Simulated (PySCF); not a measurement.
Geometry relaxation of C10H20O2Si (part 2 of 2)

The same run, continued: C10H20O2Si (Si(vinyl)2(OiPr)2); PBE0-D3(BJ)/def2-SVP geometry optimisation, gas phase (PySCF 2.14.0). It belongs to a series of runs on one base structure; here: two ligands: Cl to OiPr.

Trajectory as extended XYZ, continued:
```
33
Properties=species:S:1:pos:R:3:forces:R:3 step=8 energy=-22636.51868
Si    0.6198   -0.2997    0.1192   -0.0350   0.0216  -0.0528
C     0.7336   -0.3884    1.9812    0.0101  -0.0201   0.0260
C     1.7931   -0.9022    2.6191    0.0092   0.0238  -0.0055
H    -0.0994   -0.0106    2.5908   -0.0003  -0.0151  -0.0087
H     2.6611   -1.2891    2.0716   -0.0130  -0.0032  -0.0121
H     1.8500   -0.9642    3.7120   -0.0077   0.0044   0.0056
C     2.2988   -0.4651   -0.6602    0.0221  -0.0091   0.0029
C     2.5972   -1.4404   -1.5268   -0.0101  -0.0075   0.0015
H     3.0800    0.2637   -0.4054    0.0023   0.0097  -0.0002
H     1.8469   -2.1886   -1.8040    0.0077  -0.0064  -0.0137
H     3.5859   -1.5312   -1.9926   -0.0212   0.0041   0.0120
O    -0.1470    1.1322   -0.2722    0.0718   0.0090   0.0548
C     0.2870    2.4081    0.1662   -0.0468  -0.0116  -0.0469
C    -0.9234    3.1796    0.6569    0.0023   0.0161  -0.0154
C     1.0099    3.1102   -0.9702   -0.0003   0.0133   0.0143
H     0.9914    2.2928    1.0152    0.0111  -0.0036   0.0173
H    -1.6515    3.2931   -0.1614   -0.0031  -0.0070   0.0026
H    -0.6410    4.1820    1.0132    0.0043  -0.0107   0.0034
H    -1.4153    2.6413    1.4803   -0.0017  -0.0011  -0.0003
H     1.8794    2.5225   -1.3004   -0.0030   0.0074  -0.0026
H     0.3328    3.2255   -1.8305   -0.0032  -0.0068  -0.0023
H     1.3589    4.1085   -0.6640    0.0066  -0.0111   0.0010
O    -0.2961   -1.5176   -0.5245   -0.0296  -0.0027   0.0357
C    -1.6379   -1.8123   -0.1680    0.0337  -0.0061  -0.0266
C    -1.8162   -3.3164   -0.2375   -0.0160   0.0251  -0.0201
C    -2.5871   -1.0580   -1.0825    0.0020  -0.0117   0.0096
H    -1.8194   -1.4886    0.8766   -0.0079   0.0053   0.0022
H    -1.6205   -3.6686   -1.2624    0.0101  -0.0043   0.0068
H    -2.8411   -3.6062    0.0394    0.0049  -0.0016   0.0108
H    -1.1108   -3.8182    0.4404   -0.0012  -0.0074   0.0007
H    -2.3988    0.0229   -1.0155   -0.0030  -0.0020  -0.0006
H    -2.4288   -1.3711   -2.1264    0.0009   0.0042   0.0004
H    -3.6359   -1.2576   -0.8133    0.0039   0.0050  -0.0002
33
Properties=species:S:1:pos:R:3:forces:R:3 step=9 energy=-22636.51963
Si    0.6292   -0.3166    0.1188    0.0073   0.0836  -0.0304
C     0.7588   -0.3915    1.9803   -0.0327  -0.0031   0.0488
C     1.8387   -0.8641    2.6153    0.0153   0.0169  -0.0479
H    -0.0810   -0.0317    2.5921    0.0051  -0.0201  -0.0102
H     2.7094   -1.2286    2.0572    0.0112  -0.0150   0.0198
H     1.9102   -0.9127    3.7081   -0.0100   0.0035  -0.0044
C     2.3013   -0.4950   -0.6724   -0.0187  -0.0164   0.0037
C     2.5849   -1.4720   -1.5417    0.0531  -0.0140  -0.0209
H     3.0866    0.2326   -0.4262    0.0073  -0.0045  -0.0090
H     1.8324   -2.2198   -1.8148   -0.0081   0.0137   0.0073
H     3.5694   -1.5662   -2.0166   -0.0294   0.0050   0.0143
O    -0.1265    1.1209   -0.2733    0.0333  -0.0149   0.0456
C     0.2868    2.3957    0.1832   -0.0365   0.0150  -0.0427
C    -0.9369    3.1486    0.6709   -0.0028   0.0210  -0.0161
C     1.0113    3.1197   -0.9385    0.0118   0.0006   0.0089
H     0.9847    2.2799    1.0370    0.0147  -0.0051   0.0220
H    -1.6604    3.2601   -0.1518   -0.0017  -0.0102   0.0018
H    -0.6698    4.1520    1.0364    0.0073  -0.0147   0.0047
H    -1.4290    2.5991    1.4869    0.0010  -0.0042  -0.0031
H     1.8918    2.5467   -1.2666   -0.0121   0.0141   0.0024
H     0.3416    3.2356   -1.8044   -0.0045  -0.0055  -0.0011
H     1.3445    4.1189   -0.6178    0.0077  -0.0100   0.0002
O    -0.3012   -1.5257   -0.5149   -0.0668  -0.0551   0.0195
C    -1.6553   -1.7906   -0.1792    0.0687   0.0161  -0.0214
C    -1.8532   -3.2932   -0.2014   -0.0255   0.0058  -0.0235
C    -2.5703   -1.0543   -1.1415   -0.0091  -0.0081  -0.0032
H    -1.8555   -1.4267    0.8486   -0.0132   0.0004   0.0029
H    -1.6411   -3.6827   -1.2094    0.0167  -0.0036   0.0089
H    -2.8883   -3.5599    0.0607    0.0078   0.0028   0.0164
H    -1.1705   -3.7825    0.5086   -0.0066   0.0014  -0.0054
H    -2.3681    0.0256   -1.1038   -0.0031  -0.0029   0.0026
H    -2.3899   -1.4027   -2.1705    0.0040   0.0029   0.0039
H    -3.6288   -1.2306   -0.8947    0.0085   0.0045   0.0057
33
Properties=species:S:1:pos:R:3:forces:R:3 step=10 energy=-22636.52011
Si    0.6433   -0.3352    0.1148    0.0553   0.0894  -0.0063
C     0.7918   -0.4003    1.9754   -0.0190  -0.0012  -0.0068
C     1.8960   -0.8221    2.6040   -0.0029   0.0053   0.0165
H    -0.0568   -0.0704    2.5919    0.0146  -0.0172  -0.0031
H     2.7796   -1.1611    2.0501   -0.0080   0.0039  -0.0111
H     1.9729   -0.8553    3.6969    0.0021  -0.0042   0.0060
C     2.3055   -0.5343   -0.6930   -0.0144   0.0075  -0.0004
C     2.5718   -1.5124   -1.5662    0.0248  -0.0198  -0.0151
H     3.0985    0.1889   -0.4587    0.0097  -0.0060  -0.0031
H     1.8089   -2.2529   -1.8300   -0.0029   0.0046   0.0027
H     3.5492   -1.6148   -2.0536   -0.0246   0.0074   0.0150
O    -0.1002    1.1079   -0.2763   -0.0055  -0.0343   0.0226
C     0.2835    2.3813    0.2047   -0.0082   0.0341  -0.0120
C    -0.9603    3.1084    0.6809   -0.0077   0.0128  -0.0097
C     1.0156    3.1336   -0.8931    0.0170  -0.0132  -0.0028
H     0.9686    2.2642    1.0691    0.0037  -0.0013   0.0087
H    -1.6732    3.2164   -0.1515    0.0012  -0.0058   0.0002
H    -0.7153    4.1117    1.0615    0.0059  -0.0095   0.0040
H    -1.4559    2.5424    1.4834    0.0026  -0.0050  -0.0043
H     1.9115    2.5803   -1.2138   -0.0135   0.0113   0.0053
H     0.3598    3.2503   -1.7697   -0.0029   0.0006   0.0013
H     1.3270    4.1327   -0.5521    0.0045  -0.0027  -0.0001
O    -0.3061   -1.5355   -0.5039   -0.0662  -0.0814  -0.0020
C    -1.6730   -1.7587   -0.1929    0.0667   0.0314  -0.0077
C    -1.9016   -3.2560   -0.1494   -0.0239  -0.0179  -0.0107
C    -2.5451   -1.0504   -1.2135   -0.0164  -0.0005  -0.0172
H    -1.8942   -1.3409    0.8098   -0.0115  -0.0037   0.0024
H    -1.6711   -3.6985   -1.1311    0.0131   0.0000   0.0059
H    -2.9482   -3.4898    0.0979    0.0054   0.0051   0.0119
H    -1.2483   -3.7249    0.6012   -0.0070   0.0087  -0.0086
H    -2.3234    0.0262   -1.2162   -0.0025  -0.0016   0.0048
H    -2.3413   -1.4467   -2.2207    0.0042   0.0005   0.0061
H    -3.6137   -1.1960   -0.9918    0.0061   0.0025   0.0075
33
Properties=species:S:1:pos:R:3:forces:R:3 step=11 energy=-22636.52051
Si    0.6634   -0.3532    0.1084    0.0689   0.0634   0.0207
C     0.8309   -0.4138    1.9676   -0.0102   0.0096  -0.0218
C     1.9594   -0.7791    2.5881   -0.0095  -0.0056   0.0185
H    -0.0273   -0.1263    2.5913    0.0027  -0.0104   0.0026
H     2.8537   -1.0761    2.0276   -0.0033   0.0033  -0.0062
H     2.0449   -0.8078    3.6805    0.0083  -0.0038   0.0024
C     2.3127   -0.5759   -0.7191   -0.0249   0.0138  -0.0040
C     2.5494   -1.5605   -1.5936    0.0120  -0.0128  -0.0046
H     3.1191    0.1381   -0.5018    0.0045  -0.0108  -0.0050
H     1.7710   -2.2904   -1.8409   -0.0023   0.0038   0.0005
H     3.5158   -1.6781   -2.0974   -0.0010   0.0014   0.0041
O    -0.0715    1.0933   -0.2813   -0.0268  -0.0292   0.0027
C     0.2753    2.3651    0.2293    0.0137   0.0304   0.0138
C    -0.9939    3.0617    0.6832   -0.0080  -0.0045  -0.0030
C     1.0228    3.1486   -0.8358    0.0106  -0.0194  -0.0097
H     0.9397    2.2455    1.1098   -0.0064   0.0019  -0.0045
H    -1.6883    3.1662   -0.1651    0.0028   0.0039  -0.0007
H    -0.7774    4.0633    1.0842    0.0014   0.0006   0.0021
H    -1.4978    2.4746    1.4653    0.0024  -0.0031  -0.0039
H     1.9372    2.6177   -1.1407   -0.0060   0.0017   0.0041
H     0.3889    3.2674   -1.7282   -0.0009   0.0065   0.0019
H     1.3072    4.1469   -0.4701   -0.0014   0.0038   0.0004
O    -0.3065   -1.5472   -0.4920   -0.0257  -0.0680  -0.0124
C    -1.6852   -1.7180   -0.2083    0.0188   0.0330   0.0049
C    -1.9566   -3.2035   -0.0844   -0.0076  -0.0249   0.0081
C    -2.5093   -1.0478   -1.2923   -0.0094   0.0062  -0.0154
H    -1.9255   -1.2361    0.7610   -0.0023  -0.0029   0.0020
H    -1.7102   -3.7107   -1.0302    0.0021   0.0027  -0.0008
H    -3.0151   -3.3949    0.1483    0.0002   0.0036   0.0001
H    -1.3372   -3.6436    0.7110   -0.0031   0.0085  -0.0067
H    -2.2622    0.0220   -1.3442   -0.0014   0.0002   0.0034
H    -2.2844   -1.5022   -2.2699    0.0015  -0.0026   0.0021
H    -3.5870   -1.1569   -1.0960    0.0003  -0.0004   0.0042
33
Properties=species:S:1:pos:R:3:forces:R:3 step=12 energy=-22636.52036
Si    0.6864   -0.3698    0.1025    0.0263   0.0104   0.0176
C     0.8709   -0.4304    1.9596    0.0164   0.0124  -0.0248
C     2.0194   -0.7493    2.5691   -0.0129  -0.0136   0.0157
H     0.0058   -0.1869    2.5920   -0.0049   0.0009   0.0027
H     2.9200   -1.0053    1.9986    0.0019   0.0046   0.0013
H     2.1157   -0.7813    3.6606    0.0075  -0.0033  -0.0001
C     2.3208   -0.6142   -0.7471   -0.0098   0.0154  -0.0083
C     2.5331   -1.6051   -1.6209   -0.0149  -0.0002   0.0103
H     3.1402    0.0897   -0.5466    0.0021  -0.0049   0.0031
H     1.7421   -2.3254   -1.8555   -0.0022  -0.0005   0.0026
H     3.4909   -1.7360   -2.1366    0.0142  -0.0023  -0.0077
O    -0.0465    1.0773   -0.2847   -0.0232  -0.0061  -0.0069
C     0.2614    2.3483    0.2524    0.0145   0.0100   0.0142
C    -1.0344    3.0165    0.6723   -0.0023  -0.0156   0.0019
C     1.0304    3.1577   -0.7771    0.0006  -0.0106  -0.0073
H     0.8983    2.2274    1.1526   -0.0064   0.0034  -0.0058
H    -1.7028    3.1188   -0.1968    0.0025   0.0105  -0.0011
H    -0.8489    4.0160    1.0933   -0.0022   0.0061   0.0005
H    -1.5522    2.4097    1.4299   -0.0001  -0.0002  -0.0021
H     1.9632    2.6463   -1.0575    0.0039  -0.0058   0.0005
H     0.4248    3.2784   -1.6887    0.0004   0.0061   0.0024
H     1.2862    4.1552   -0.3890   -0.0038   0.0061  -0.0007
O    -0.3035   -1.5592   -0.4787    0.0185  -0.0377  -0.0148
C    -1.6915   -1.6740   -0.2193   -0.0335   0.0212   0.0067
C    -2.0125   -3.1416   -0.0184    0.0118  -0.0120   0.0169
C    -2.4710   -1.0426   -1.3586    0.0052   0.0063  -0.0007
H    -1.9417   -1.1308    0.7145    0.0063  -0.0005  -0.0012
H    -1.7592   -3.7102   -0.9267   -0.0072   0.0025  -0.0046
H    -3.0809   -3.2872    0.2010   -0.0037  -0.0001  -0.0090
H    -1.4246   -3.5527    0.8153    0.0008   0.0030  -0.0008
H    -2.1947    0.0165   -1.4590    0.0004   0.0005   0.0005
H    -2.2341   -1.5542   -2.3045   -0.0021  -0.0032  -0.0001
H    -3.5554   -1.1132   -1.1836   -0.0039  -0.0028  -0.0007
33
Properties=species:S:1:pos:R:3:forces:R:3 step=13 energy=-22636.52075
Si    0.6921   -0.3685    0.0999    0.0105  -0.0053   0.0145
C     0.8792   -0.4344    1.9564    0.0103   0.0103   0.0021
C     2.0240   -0.7602    2.5693   -0.0036  -0.0099  -0.0063
H     0.0131   -0.1938    2.5884   -0.0113   0.0059   0.0012
H     2.9265   -1.0150    2.0013    0.0026   0.0034  -0.0008
H     2.1162   -0.7992    3.6610    0.0012  -0.0007  -0.0020
C     2.3232   -0.6117   -0.7550   -0.0083   0.0030  -0.0054
C     2.5266   -1.6070   -1.6261   -0.0063   0.0039   0.0066
H     3.1462    0.0890   -0.5587   -0.0023  -0.0043   0.0004
H     1.7301   -2.3237   -1.8529    0.0029  -0.0027  -0.0027
H     3.4812   -1.7445   -2.1462    0.0123  -0.0037  -0.0078
O    -0.0471    1.0761   -0.2843   -0.0163   0.0032  -0.0005
C     0.2548    2.3487    0.2538    0.0076  -0.0059   0.0092
C    -1.0463    3.0169    0.6569    0.0016  -0.0107   0.0022
C     1.0361    3.1559   -0.7680   -0.0032  -0.0019  -0.0022
H     0.8807    2.2290    1.1617   -0.0034   0.0029  -0.0038
H    -1.7029    3.1209   -0.2209    0.0013   0.0085  -0.0011
H    -0.8661    4.0157    1.0817   -0.0019   0.0041  -0.0001
H    -1.5741    2.4090    1.4066   -0.0011   0.0005  -0.0014
H     1.9717    2.6436   -1.0366    0.0057  -0.0045  -0.0014
H     0.4411    3.2765   -1.6864    0.0008   0.0022   0.0005
H     1.2877    4.1540   -0.3782   -0.0022   0.0029  -0.0008
O    -0.2983   -1.5610   -0.4782    0.0323  -0.0086  -0.0070
C    -1.6861   -1.6692   -0.2155   -0.0415   0.0077   0.0039
C    -2.0130   -3.1355   -0.0114    0.0141   0.0016   0.0139
C    -2.4667   -1.0369   -1.3538    0.0073   0.0045   0.0034
H    -1.9318   -1.1235    0.7181    0.0052  -0.0002  -0.0009
H    -1.7639   -3.7063   -0.9194   -0.0075   0.0016  -0.0041
H    -3.0816   -3.2759    0.2104   -0.0033  -0.0019  -0.0080
H    -1.4248   -3.5472    0.8216    0.0013  -0.0005   0.0020
H    -2.1868    0.0210   -1.4572    0.0010  -0.0004   0.0003
H    -2.2348   -1.5518   -2.2992   -0.0028  -0.0020  -0.0011
H    -3.5508   -1.1031   -1.1748   -0.0031  -0.0027  -0.0025
33
Properties=species:S:1:pos:R:3:forces:R:3 step=14 energy=-22636.52121
Si    0.6930   -0.3674    0.0986   -0.0211  -0.0213  -0.0060
C     0.8833   -0.4345    1.9544    0.0118   0.0030   0.0056
C     2.0275   -0.7717    2.5622    0.0020  -0.0013  -0.0041
H     0.0190   -0.1917    2.5884   -0.0011   0.0032  -0.0002
H     2.9266   -1.0279    1.9893    0.0004  -0.0014   0.0019
H     2.1239   -0.8176    3.6532   -0.0021   0.0015  -0.0007
C     2.3219   -0.6080   -0.7609    0.0101  -0.0055  -0.0020
C     2.5294   -1.6041   -1.6303   -0.0072   0.0052   0.0039
H     3.1443    0.0934   -0.5654   -0.0020   0.0055   0.0019
H     1.7362   -2.3244   -1.8571   -0.0001  -0.0012  -0.0011
H     3.4853   -1.7387   -2.1494    0.0022  -0.0019  -0.0023
O    -0.0525    1.0748   -0.2832   -0.0070   0.0092   0.0026
C     0.2480    2.3480    0.2550    0.0022  -0.0145   0.0013
C    -1.0553    3.0213    0.6420    0.0034  -0.0005  -0.0006
C     1.0434    3.1500   -0.7600   -0.0041   0.0058   0.0026
H     0.8633    2.2282    1.1699   -0.0007   0.0021  -0.0010
H    -1.7000    3.1304   -0.2440    0.0001   0.0030  -0.0005
H    -0.8762    4.0190    1.0703   -0.0001  -0.0001   0.0006
H    -1.5954    2.4148    1.3840   -0.0013   0.0000  -0.0012
H     1.9800    2.6335   -1.0173    0.0037  -0.0002  -0.0019
H     0.4587    3.2716   -1.6850    0.0008  -0.0023  -0.0016
H     1.2942    4.1482   -0.3697    0.0004  -0.0012  -0.0005
O    -0.2966   -1.5633   -0.4762    0.0231   0.0121   0.0002
C    -1.6848   -1.6668   -0.2094   -0.0211  -0.0044  -0.0007
C    -2.0149   -3.1321   -0.0030    0.0068   0.0090   0.0039
C    -2.4669   -1.0339   -1.3462    0.0050   0.0009   0.0038
H    -1.9256   -1.1195    0.7244    0.0023   0.0018  -0.0001
H    -1.7702   -3.7036   -0.9119   -0.0030  -0.0003  -0.0012
H    -3.0835   -3.2695    0.2204   -0.0016  -0.0023  -0.0021
H    -1.4256   -3.5448    0.8287    0.0004  -0.0024   0.0026
H    -2.1841    0.0229   -1.4525    0.0002  -0.0005   0.0003
H    -2.2400   -1.5516   -2.2913   -0.0015  -0.0001  -0.0012
H    -3.5507   -1.0968   -1.1637   -0.0008  -0.0008  -0.0021
33
Properties=species:S:1:pos:R:3:forces:R:3 step=15 energy=-22636.52132
Si    0.6952   -0.3706    0.0973   -0.0137  -0.0114  -0.0098
C     0.8953   -0.4343    1.9521    0.0018  -0.0030   0.0082
C     2.0422   -0.7693    2.5560    0.0038   0.0002  -0.0038
H     0.0326   -0.1932    2.5892    0.0033   0.0035  -0.0008
H     2.9399   -1.0243    1.9804   -0.0009  -0.0014  -0.0004
H     2.1426   -0.8141    3.6467   -0.0029   0.0018  -0.0001
C     2.3197   -0.6113   -0.7702    0.0090  -0.0050   0.0014
C     2.5231   -1.6082   -1.6395    0.0008   0.0029  -0.0029
H     3.1427    0.0908   -0.5792   -0.0013   0.0029   0.0007
H     1.7288   -2.3288   -1.8617    0.0000  -0.0008  -0.0003
H     3.4765   -1.7435   -2.1633   -0.0049   0.0000   0.0021
O    -0.0531    1.0711   -0.2820   -0.0063   0.0034   0.0030
C     0.2430    2.3432    0.2607    0.0014  -0.0083  -0.0043
C    -1.0635    3.0178    0.6343    0.0019   0.0063  -0.0027
C     1.0503    3.1460   -0.7445   -0.0021   0.0058   0.0027
H     0.8482    2.2217    1.1819    0.0016   0.0010   0.0021
H    -1.6971    3.1324   -0.2591   -0.0002  -0.0013   0.0001
H    -0.8875    4.0138    1.0680    0.0011  -0.0027   0.0017
H    -1.6141    2.4102    1.3675   -0.0010  -0.0009  -0.0008
H     1.9894    2.6292   -0.9921    0.0005   0.0024  -0.0007
H     0.4761    3.2695   -1.6757    0.0006  -0.0038  -0.0016
H     1.2974    4.1435   -0.3501    0.0011  -0.0025  -0.0003
O    -0.2972   -1.5668   -0.4719    0.0030   0.0132   0.0062
C    -1.6877   -1.6594   -0.2087    0.0011  -0.0075  -0.0017
C    -2.0259   -3.1203    0.0145   -0.0018   0.0061  -0.0055
C    -2.4613   -1.0366   -1.3568    0.0019  -0.0027   0.0024
H    -1.9286   -1.0989    0.7171    0.0004   0.0026  -0.0016
H    -1.7813   -3.7036   -0.8868    0.0017  -0.0018   0.0019
H    -3.0964   -3.2497    0.2343    0.0004  -0.0005   0.0029
H    -1.4422   -3.5261    0.8535   -0.0007  -0.0017   0.0014
H    -2.1723    0.0172   -1.4746   -0.0010   0.0006   0.0004
H    -2.2331   -1.5674   -2.2943    0.0003   0.0012   0.0001
H    -3.5463   -1.0917   -1.1788    0.0009   0.0011   0.0000
```

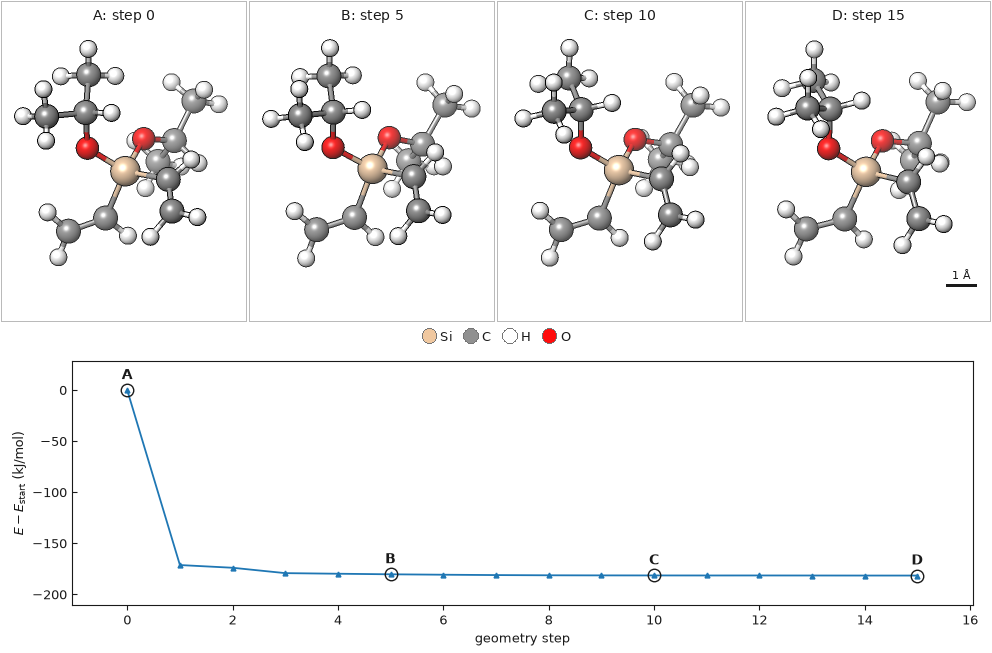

Fig. 1: Frames of the relaxation (ball-and-stick view, seen at a tilt) above the curves, on which the letters mark them (steps are counted from 0).

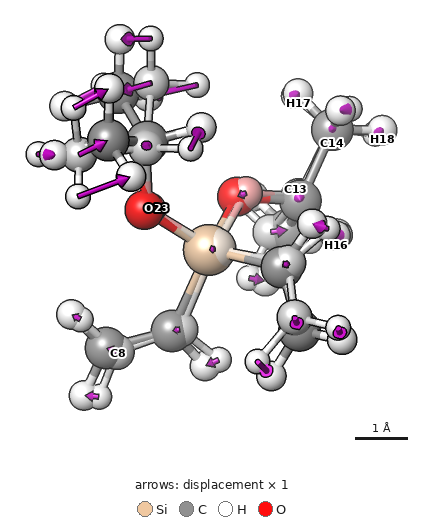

Fig. 2: Start (faint) and end (solid) with the displacements as pink arrows, at true length (ball-and-stick view, seen at a tilt). The two geometries are laid on each other by the best rigid fit. The atom that moves furthest after the best rigid fit is H31 (1.24 Å). Largest moves by element: H 1.24 Å, C 0.77 Å, O 0.20 Å, Si 0.13 Å. Among the contacts that change: C25–H30 0.970 → 1.100 Å, C15–H20 1.005 → 1.100 Å, C2–H4 1.018 → 1.099 Å, C13–H16 1.190 → 1.109 Å. Among the angles that change: Si1–O12–C13 134.6° → 126.6°, C24–C26–H32 104.2° → 109.9°, Si1–C7–H9 113.9° → 119.4°. Over 15 geometry steps the energy falls by 181.5 kJ/mol. Largest force component: 5.3 eV/Å at the start, 0.014 eV/Å at the end. (Atoms are counted from 1 in the order of the input.)

Results in brief:

```tsv
quantity	value
outcome	converged
total energy	−831.876822 hartree
dipole moment	1.44 D
point group	C1
hardware	2 CPU threads, shared host
wall time	14 min (CPU time 32 min)
peak memory	2.1 GiB
```
